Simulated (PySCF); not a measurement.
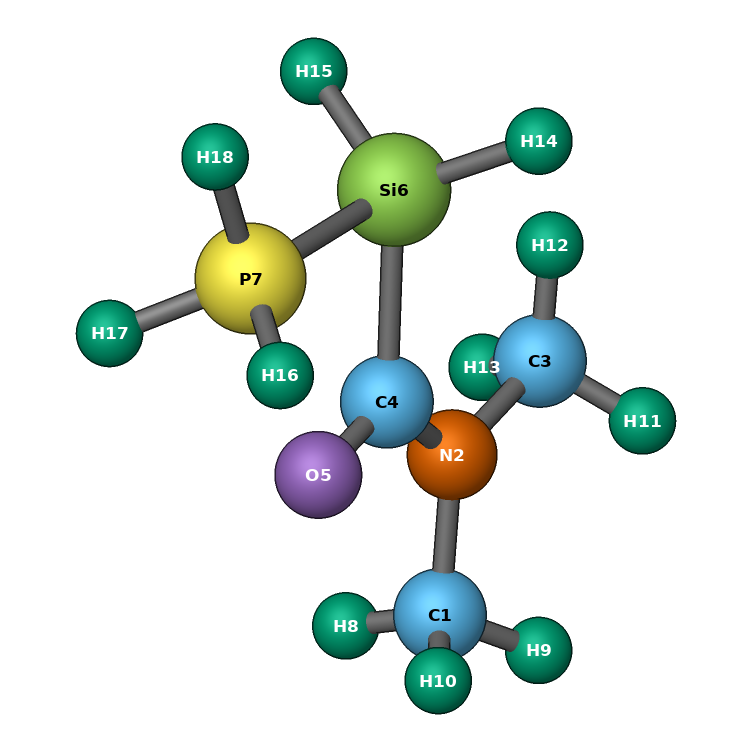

State: charge +1, singlet. Geometry: a frame of a GFN2-xTB molecular-dynamics simulation, not a minimum. Properties computed with GIAO PBE0/pcSseg-1 NMR shielding, non-relativistic, gas phase (PySCF 2.14.0). Principal shieldings σ11 ≤ σ22 ≤ σ33, span Ω = σ33 − σ11, skew κ = 3(σiso − σ22)/Ω.

Give the shielding tensors of the Si atoms.

```
atom   σ11    σ22    σ33   σiso      Ω      κ
 Si6  88.0  353.8  462.8  301.5  374.7  −0.42
```

Shieldings and span in ppm.
